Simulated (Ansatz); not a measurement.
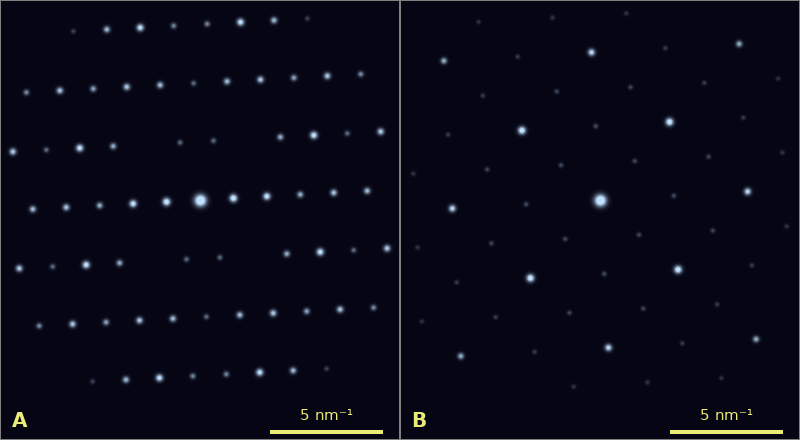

Kinematic electron diffraction patterns (200 kV, B = 0.5 Å², same scale, each along a low-index zone) of two structures of composition RbPt3, each relaxed at zero pressure with DFT PBE, scalar-relativistic, plane waves, PAW (Ansatz 0.2.0).

The structures (standard cells):
1. Pm-3m (No. 221), a = 4.250 Å, 4 atoms; generated start, possibly hypothetical
2. P6_3/mmc (No. 194), a = 7.663 Å, c = 4.378 Å (hexagonal axes), 8 atoms; generated start, possibly hypothetical

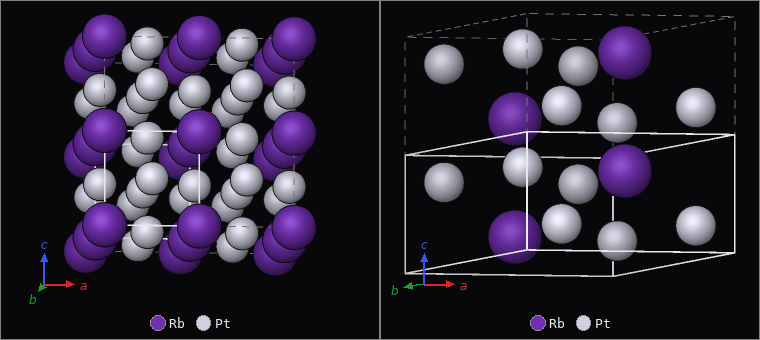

Drawings of the structures 1 to 2, from left to right (each may span several cells).

Which pattern belongs to which structure, and along which zone?

A is structure 2 along [101] or an equivalent direction: centred rectangular net of 0 1 0 at d = 6.64 Å and 1 0 -1 at d = 3.65 Å, 74.0° apart (some points of this net are extinct or too weak to see). B is structure 1 along [001] or an equivalent direction: square net of 1 0 0 (weak) at d = 4.25 Å and 0 1 0 (weak) at d = 4.25 Å, 90.0° apart.

Which structure lies lowest at this level of theory, and by how much?

Structure 2 (P6_3/mmc, 27.83 Å³ an atom) is the lowest of these; structure 1 (Pm-3m, 19.19 Å³ an atom) lies about 210 meV an atom higher. These are static energies at 0 K; other structures, not shown, may lie lower still.
